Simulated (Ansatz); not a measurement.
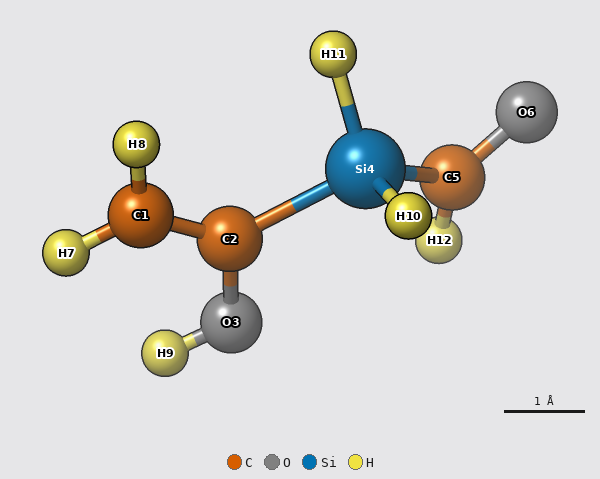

Figure 1. The starting structure (ball-and-stick view, seen at a tilt; atoms are numbered from 1 in the order of the input).

## Geometry relaxation, with input and output: C₃H₆O₂Si (part 1 of 2)

- system: C₃H₆O₂Si
- method: RKS PBE-D4/def2-SVP (Ansatz 0.2.0)

The geometry: force-field start. Figures and captions count atoms from 1; the log counts them from 0 in places.

Input
```yaml
crystal:
  periodic: [false, false, false]
  atoms:
    - {symbol: C, position_ang: [-1.833800, -0.820800, 0.013600]}
    - {symbol: C, position_ang: [-0.569400, -0.620700, -0.204700]}
    - {symbol: O, position_ang: [0.069800, -1.380600, -1.160700]}
    - {symbol: Si, position_ang: [0.548700, 0.641000, 0.756300]}
    - {symbol: C, position_ang: [1.954500, 1.201000, -0.254100]}
    - {symbol: O, position_ang: [2.519500, 2.263900, 0.071500]}
    - {symbol: H, position_ang: [-2.443900, -1.495100, -0.552300]}
    - {symbol: H, position_ang: [-2.386500, -0.169900, 0.731300]}
    - {symbol: H, position_ang: [-0.524300, -1.984300, -1.515100]}
    - {symbol: H, position_ang: [0.897800, -0.028900, 2.051600]}
    - {symbol: H, position_ang: [-0.436100, 1.757500, 1.160600]}
    - {symbol: H, position_ang: [2.280600, 0.581600, -1.064000]}
basis:
  gaussian: {orbitals: def2-SVP}
hamiltonian: {xc: pbe, dispersion: d4}
relax: {f_tol: 0.03, max_steps: 200}
```

Machine: 4 threads of Arm Neoverse V1, 23 GiB of memory available, shared host.

Launched with:
```bash
ansatz run in.yaml --threads 4 --pin off --events-out ev --progress --plain --max-ram 10444MiB
```

What the program printed
```
Functional definition: PBE
  name "PBE"
  cite "Perdew, Burke & Ernzerhof, Phys. Rev. Lett. 77, 3865 (1996) doi:10.1103/PhysRevLett.77.3865"
  parent pbe
  parameter kappa = 0.804
  parameter beta = 0.06672455060314922
  exchange = pbe_x(kappa = kappa, mu = beta*pi^2/3)
  correlation = pbe_c(beta = beta)
1304 factors; their error is unknown
mean field evaluation 1: about -15147.8989 eV, gradient 6.6e1 eV
mean field evaluation 2: about -15128.0163 eV, gradient 1.1e2 eV
mean field evaluation 4: about -15157.4790 eV, gradient 1.3e1 eV
mean field evaluation 8: about -15157.8342 eV, gradient 1.9e-1 eV
mean field evaluation 16: about -15157.7582 eV, gradient 2.0e-3 eV
mean field -15157.75822220 eV, -557.0373403684 hartree, gradient 2.5e-5 eV, S^2 0.000000; 0 other end points of the search recorded, 0 dependent functions left out
the calculation of the forces begins
reference -15157.75825530 eV, -557.0373415846 hartree; 27, 27 occupied and 91, 91 virtual orbitals, 1304 factors
relax step   1: F+E_penalty+E_count = -15158.01556603 eV  Δ(F+E_penalty+E_count) = +0.000e0 eV  max|allowed force component| = 3.214e0 eV/Å  Δτ_max = 0.0000 Å  (30 SCF iters, accepted)
these checks for a lower state are left out or cut short: starts, cluster_reference, orbital_swaps, neighbouring_geometries, increment
1304 factors; their error is unknown
mean field -15158.18323052 eV, -557.0529591360 hartree, gradient 1.8e-5 eV, S^2 0.000000; 0 other end points of the search recorded, 0 dependent functions left out
[... from here on the field's lines of each further geometry are left out, up to the last ...]
relax step   2: F+E_penalty+E_count = -15158.43951292 eV  Δ(F+E_penalty+E_count) = -4.239e-1 eV  max|allowed force component| = 1.922e0 eV/Å  Δτ_max = 0.1425 Å  (38 SCF iters, accepted)
relax step   3: F+E_penalty+E_count = -15158.34733866 eV  Δ(F+E_penalty+E_count) = +9.217e-2 eV  max|allowed force component| = 3.987e0 eV/Å  Δτ_max = 0.1812 Å  (38 SCF iters, rejected (line search))
relax step   4: F+E_penalty+E_count = -15158.59601257 eV  Δ(F+E_penalty+E_count) = -1.565e-1 eV  max|allowed force component| = 1.087e0 eV/Å  Δτ_max = 0.0905 Å  (31 SCF iters, accepted)
relax step   5: F+E_penalty+E_count = -15158.64088221 eV  Δ(F+E_penalty+E_count) = -4.487e-2 eV  max|allowed force component| = 4.428e-1 eV/Å  Δτ_max = 0.1000 Å  (31 SCF iters, accepted)
relax step   6: F+E_penalty+E_count = -15158.65815067 eV  Δ(F+E_penalty+E_count) = -1.727e-2 eV  max|allowed force component| = 1.200e-1 eV/Å  Δτ_max = 0.1500 Å  (32 SCF iters, accepted)
relax step   7: F+E_penalty+E_count = -15158.66205460 eV  Δ(F+E_penalty+E_count) = -3.904e-3 eV  max|allowed force component| = 2.128e-1 eV/Å  Δτ_max = 0.0889 Å  (30 SCF iters, accepted)
relax step   8: F+E_penalty+E_count = -15158.64936713 eV  Δ(F+E_penalty+E_count) = +1.269e-2 eV  max|allowed force component| = 4.688e-1 eV/Å  Δτ_max = 0.1273 Å  (32 SCF iters, rejected (line search))
relax step   9: F+E_penalty+E_count = -15158.66662183 eV  Δ(F+E_penalty+E_count) = -4.567e-3 eV  max|allowed force component| = 6.633e-2 eV/Å  Δτ_max = 0.0636 Å  (31 SCF iters, accepted)
relax step  10: F+E_penalty+E_count = -15158.66782199 eV  Δ(F+E_penalty+E_count) = -1.200e-3 eV  max|allowed force component| = 4.115e-2 eV/Å  Δτ_max = 0.0475 Å  (31 SCF iters, accepted)
relax step  11: F+E_penalty+E_count = -15158.66829812 eV  Δ(F+E_penalty+E_count) = -4.761e-4 eV  max|allowed force component| = 1.109e-1 eV/Å  Δτ_max = 0.0498 Å  (32 SCF iters, accepted)
relax step  12: F+E_penalty+E_count = -15158.66806733 eV  Δ(F+E_penalty+E_count) = +2.308e-4 eV  max|allowed force component| = 9.758e-2 eV/Å  Δτ_max = 0.0217 Å  (33 SCF iters, rejected (line search))
relax step  13: F+E_penalty+E_count = -15158.66864595 eV  Δ(F+E_penalty+E_count) = -3.478e-4 eV  max|allowed force component| = 3.373e-2 eV/Å  Δτ_max = 0.0109 Å  (33 SCF iters, accepted)
the calculation of the forces begins
reference -15158.41318589 eV, -557.0614098399 hartree; 27, 27 occupied and 91, 91 virtual orbitals, 1304 factors
relax step  14: F+E_penalty+E_count = -15158.66875942 eV  Δ(F+E_penalty+E_count) = -1.135e-4 eV  max|allowed force component| = 9.109e-3 eV/Å  Δτ_max = 0.0135 Å  (34 SCF iters, accepted)
1304 factors; their error is unknown
mean field evaluation 128: about -15158.4132 eV, gradient 2.6e-2 eV
```

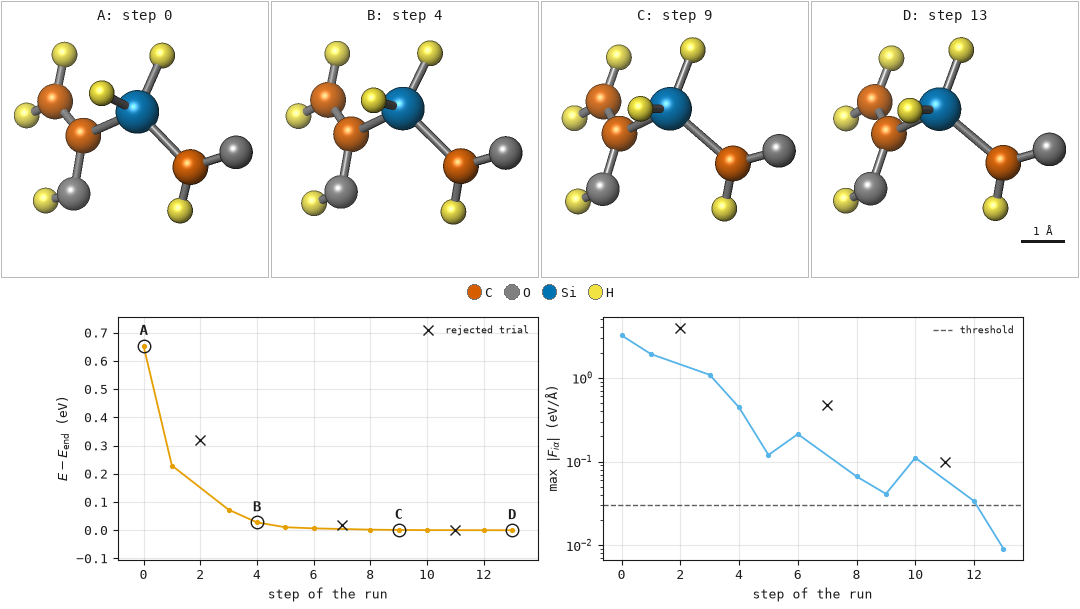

Figure 2. Frames of the relaxation (ball-and-stick view, seen at a tilt) above the curves, on which the letters mark them (the first geometry is step 0 here and step 1 in the log).

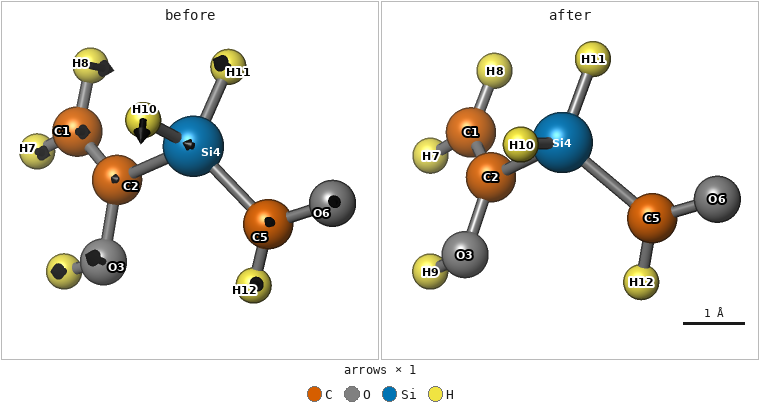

Figure 3. Before (left) and after (right) the relaxation, at one scale (ball-and-stick view, seen at a tilt). The black arrows give the displacements, at true length. The energy falls by 0.653 eV in 13 geometry steps. Largest force component: 3.2 eV/Å at the start, 0.0091 eV/Å at the end. The line search rejected the trial steps at points 2, 7, 11 (counted from 0) and went back. The largest move after the best rigid fit is that of H8, 0.53 Å. By element the largest moves are H 0.53 Å, O 0.52 Å, C 0.31 Å, Si 0.21 Å. Among the contacts that change: Si4–C5 1.820 → 1.950 Å, C5–H12 1.070 → 1.140 Å, O3–H9 0.918 → 0.979 Å, C1–C2 1.299 → 1.353 Å. Among the angles that change: C5–Si4–H10 115.9° → 106.5°, C2–Si4–H11 103.4° → 110.6°, H10–Si4–H11 104.2° → 110.4°. (Atoms are counted from 1 in the order of the input.)

```
mean field -15158.41315223 eV, -557.0614086029 hartree, gradient 1.9e-5 eV, S^2 0.000000; 1 other end points of the search recorded, 0 dependent functions left out
the calculation of the forces begins
reference -15158.41318589 eV, -557.0614098399 hartree; 27, 27 occupied and 91, 91 virtual orbitals, 1304 factors
Total energy: -15158.66879308 eV, -557.0708032311 hartree
Atom 0 at    -1.911521    -0.611247    -0.190513 Å, force    -0.003292     0.003759     0.004534 eV/Å
Atom 1 at    -0.565166    -0.703693    -0.091295 Å, force     0.003847    -0.004750    -0.004917 eV/Å
Atom 2 at     0.204039    -1.640930    -0.729011 Å, force     0.000144    -0.002373     0.003615 eV/Å
Atom 3 at     0.512218     0.497349     0.899500 Å, force    -0.003961    -0.002467     0.002541 eV/Å
Atom 4 at     1.804821     1.320416    -0.305749 Å, force     0.001489     0.009109     0.006328 eV/Å
Atom 5 at     2.330622     2.390369    -0.060193 Å, force    -0.000365    -0.005693    -0.005647 eV/Å
Atom 6 at    -2.501721    -1.315703    -0.804787 Å, force     0.001117     0.003201     0.001114 eV/Å
Atom 7 at    -2.460913     0.174296     0.346366 Å, force    -0.000121    -0.001649    -0.001579 eV/Å
Atom 8 at    -0.378655    -2.220789    -1.261402 Å, force     0.001556     0.000227    -0.001471 eV/Å
Atom 9 at     1.309998    -0.245198     1.938868 Å, force    -0.003671     0.002177    -0.003380 eV/Å
Atom 10 at    -0.334345     1.552922     1.546997 Å, force     0.003230    -0.002760    -0.000760 eV/Å
Atom 11 at     2.067523     0.746909    -1.254782 Å, force     0.000027     0.001220    -0.000377 eV/Å
Dipole moment:    -0.410075    -0.498115    -0.196129 e Å
```

Trajectory as extended XYZ (Å, eV, eV/Å), 14 frames, from step=1 to step=14
```
12
Properties=species:S:1:pos:R:3:forces:R:3 step=1 energy=-15158.01557
C    -1.8338   -0.8208    0.0136   -3.1477   1.4097   1.9087
C    -0.5694   -0.6207   -0.2047    3.0726  -0.0603  -0.9499
O     0.0698   -1.3806   -1.1607    3.1154   2.4899   1.3573
Si    0.5487    0.6410    0.7563   -3.2137  -0.8061   1.0265
C     1.9545    1.2010   -0.2541    1.3204   2.7720   1.3727
O     2.5195    2.2639    0.0715   -0.3988  -1.1961  -0.6982
H    -2.4439   -1.4951   -0.5523   -0.5643  -0.9030  -0.6101
H    -2.3865   -0.1699    0.7313    0.1976  -0.3581  -0.2028
H    -0.5243   -1.9843   -1.5151   -2.2707  -2.2046  -1.2952
H     0.8978   -0.0289    2.0516    0.4458  -0.0062   0.0245
H    -0.4361    1.7575    1.1606    0.6053  -0.2389  -0.2394
H     2.2806    0.5816   -1.0640    0.8381  -0.8984  -1.6941
12
Properties=species:S:1:pos:R:3:forces:R:3 step=2 energy=-15158.43951
C    -1.9077   -0.7638   -0.0449   -0.6053   0.1809   0.7400
C    -0.5808   -0.6211   -0.1995    0.6412  -0.1957  -0.4512
O     0.1501   -1.3796   -1.0956    0.4431   0.7246   0.6173
Si    0.4912    0.6195    0.7986   -1.0134  -0.6627   0.8177
C     1.9984    1.1468   -0.1811    0.1405   1.9218  -1.1370
O     2.5083    2.2471    0.0592    0.0602  -1.0563   0.0436
H    -2.4919   -1.5468   -0.5542   -0.0007  -0.0329  -0.1882
H    -2.4525   -0.1810    0.7244    0.1239  -0.0269  -0.2702
H    -0.4533   -1.9920   -1.5358   -0.3882  -0.3971  -0.2820
H     0.9724   -0.0370    2.0715   -0.0411   0.0178  -0.0260
H    -0.3627    1.8201    1.1652    0.2291  -0.1978  -0.0983
H     2.2055    0.6325   -1.1739    0.4107  -0.2757   0.2343
12
Properties=species:S:1:pos:R:3:forces:R:3 step=3 energy=-15158.34734 accepted=F
C    -1.9490   -0.8001   -0.0076    0.3291  -0.1818  -0.0990
C    -0.6122   -0.6135   -0.1954   -0.3384  -0.3408  -0.1404
O     0.1629   -1.3353   -1.0864   -0.5489   0.0456   0.2109
Si    0.4238    0.6308    0.7976   -0.1737   0.1349  -0.1855
C     1.8929    1.2454   -0.2907    3.9875   1.4939   0.5034
O     2.6506    2.1837    0.1346   -2.6218  -2.3990  -1.1619
H    -2.5238   -1.5914   -0.5438    0.1927   0.2553   0.0758
H    -2.5045   -0.2096    0.7388    0.0680   0.0193  -0.0911
H    -0.4259   -1.9865   -1.5388    0.2513   0.2280   0.1509
H     0.9921   -0.0284    2.0407    0.0338   0.1310  -0.2332
H    -0.3841    1.8405    1.1816   -0.0288  -0.1286   0.0557
H     2.3541    0.6088   -1.1965   -1.1507   0.7422   0.9144
```
